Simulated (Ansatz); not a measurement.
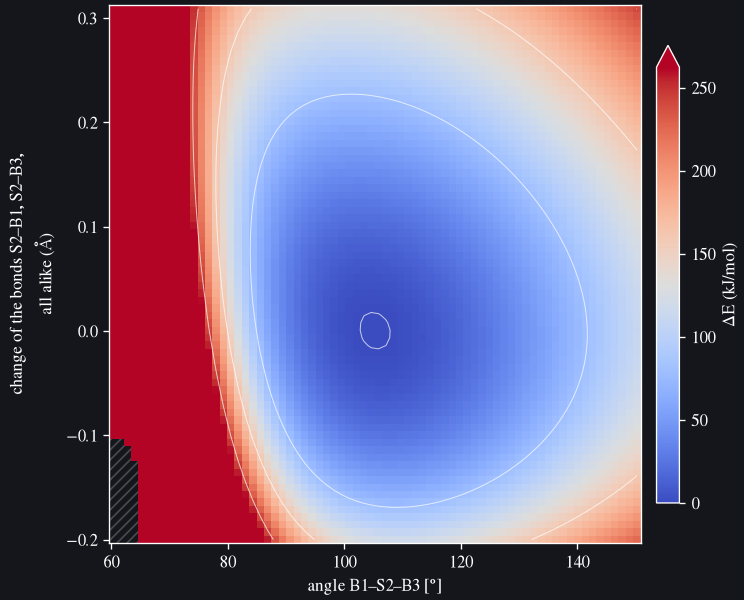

B₂FH₃S, SMILES BSBF. First axis: angle B1–S2–B3. Second axis: change of the bonds S2–B1, S2–B3, all alike. Nothing is relaxed (all other coordinates rigid). Grid: 15 × 15 points. At 3 points there is no value (left out of the scan, as a rule where atoms come close). Points are written as (first, second). Energies: kJ/mol, counted from the lowest grid point. Theory: Ansatz, RHF/def2-TZVP.

The picture shows a smooth colour map with a few white contour lines, one colour for all values above the top of the scale, hatched blanks where no value was computed. Between grid points the surface is interpolated.

The lowest grid point is at (105.3°, 0.018 Å). It is the only kind of minimum in the scanned range. The highest grid point, (60.3°, −0.091 Å), lies 2407 kJ/mol above the lowest. Round the minimum the two coordinates are weakly coupled (coupling 0.14 in units of the two stiffnesses).

The system is changed to B₂ClH₃S, SMILES BSBCl; the new grid has 15 × 15 points, laid about the new relaxed structure.

What does this change do to the map?

The minimum (interpolated where it lies between grid points) moves from about (105°, 0.000 Å) to about (109°, 0.000 Å). The curvature at the minimum changes from about 6.7 to 8 eV/rad² along angle B1–S2–B3 and by less than a tenth (about 46) eV/Å² along the second coordinate.

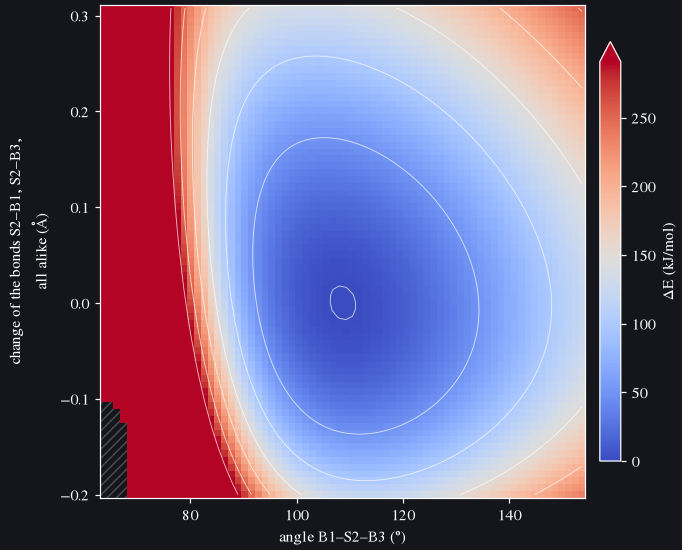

The map after the change, on a colour scale of its own. Drawn: a smooth colour map with a few white contour lines, one colour for all values above the top of the scale, hatched blanks where no value was computed. Between grid points the surface is interpolated.
